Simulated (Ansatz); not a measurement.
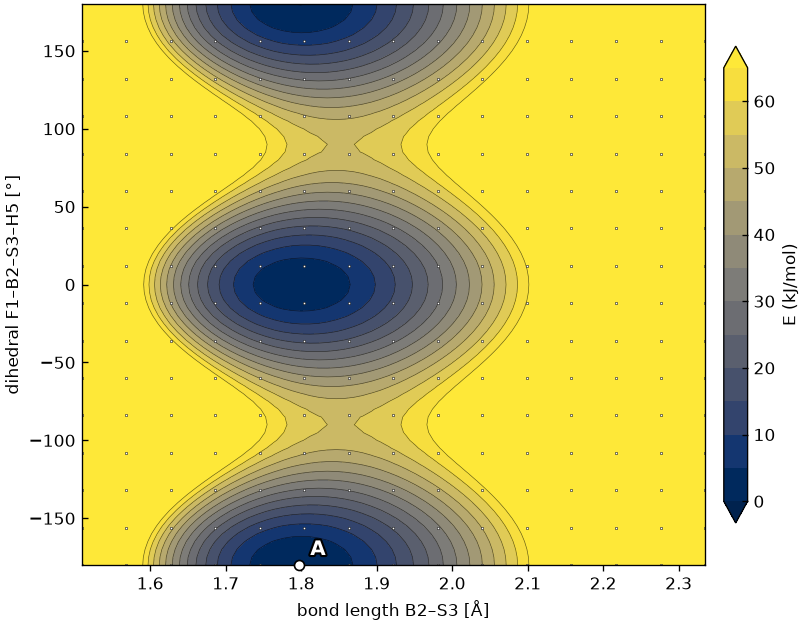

BFH2S, SMILES FBS. Coordinates scanned: (1) bond length B2–S3; (2) dihedral F1–B2–S3–H5. Nothing is relaxed (all other coordinates rigid). The scan uses a 15 × 15 grid; 120 points were computed and 105 follow by symmetry. Energies: kJ/mol, counted from the lowest grid point. Theory: RHF-MP2, frozen core/def2-TZVP in Ansatz.

In the figure: filled contours, dots at the grid points, one colour for all values above the top of the scale, the well A. Between grid points the surface is interpolated.

Q: Estimate the position of the minimum and the force constants in these coordinates. Take the well at A.

A: The interpolated minimum is at bond length B2–S3 ≈ 1.796 Å, dihedral F1–B2–S3–H5 ≈ −180°. The curvatures there are about 23 eV/Å² and 1 eV/rad², with a cross term of about 0 eV/(Å·rad). Round the minimum the two coordinates are nearly uncoupled. (1 eV is 96.5 kJ/mol.)
